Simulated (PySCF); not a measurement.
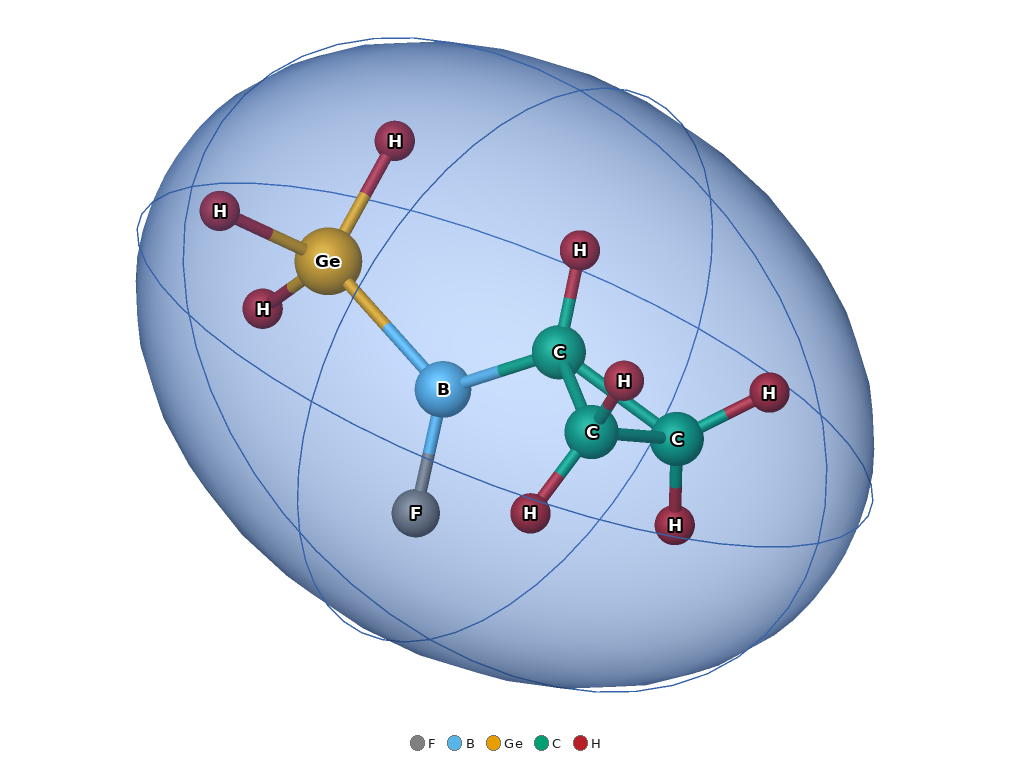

The ellipsoid shows the static dipole polarisability: its half-axes are proportional to the principal values. Computed geometry: GFN2-xTB optimisation. No frequency run is at hand to confirm it as a minimum. Method: CAM-B3LYP/def2-SVPD (PySCF 2.14.0).

> Give the principal values, the mean and the anisotropy.

Principal values 69.3, 69.9, 99.0 bohr³; mean 79.4 bohr³ (11.77 Å³); anisotropy 29.4 bohr³, so the longest axis is 1.43 times the shortest.

The geometry is semi-empirical. Around B, Ge such bond lengths and angles can be off by a tenth of an ångström or more and by several degrees, and values that hang on the shape move with them.
